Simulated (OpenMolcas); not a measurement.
# A ladder of methods for CH4OSi (SMILES CO[SiH])

The species is CH4OSi (7 atoms), meant as a singlet with charge 0. SMILES: `CO[SiH]`. Geometry: relaxed at PBE0-D4/def2-TZVP. This is one conformer, not always the lowest.

Quantity: the electronic atomisation energy, in eV. The values are calculated. Electronic energies at fixed atoms, without zero-point motion or spin-orbit coupling.

```csv
level,kind,program,value (eV),CPU time (all runs)
SVWN5/aug-cc-pVDZ,LDA,OpenMolcas,28.45,59 s
BLYP/aug-cc-pVDZ,GGA,OpenMolcas,24.61,78 s
revPBE/aug-cc-pVDZ,GGA,OpenMolcas,24.22,77 s
TPSS/aug-cc-pVDZ,meta-GGA,OpenMolcas,24.99,1.9 min
r2SCAN/aug-cc-pVDZ,meta-GGA,OpenMolcas,24.73,2.2 min
B3LYP/aug-cc-pVDZ,global hybrid,OpenMolcas,24.64,81 s
M06-2X/aug-cc-pVDZ,hybrid meta-GGA,OpenMolcas,24.90,1.7 min
PBE0/aug-cc-pVDZ,global hybrid,OpenMolcas,24.56,72 s
```

The values span 24.22 to 28.45 eV. CPU times are rough (shared hosts, several kinds of processor): they show what a rung costs within a factor of a few.

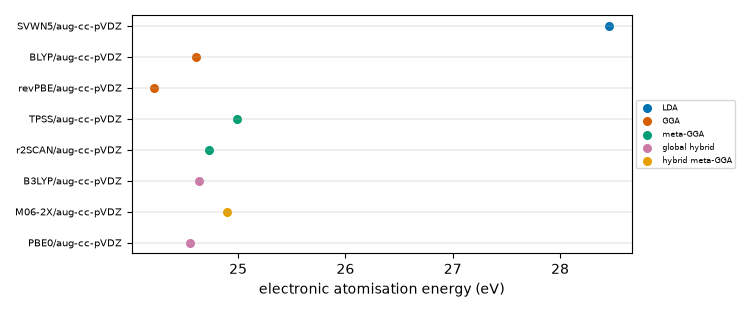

The values of the table, level by level.
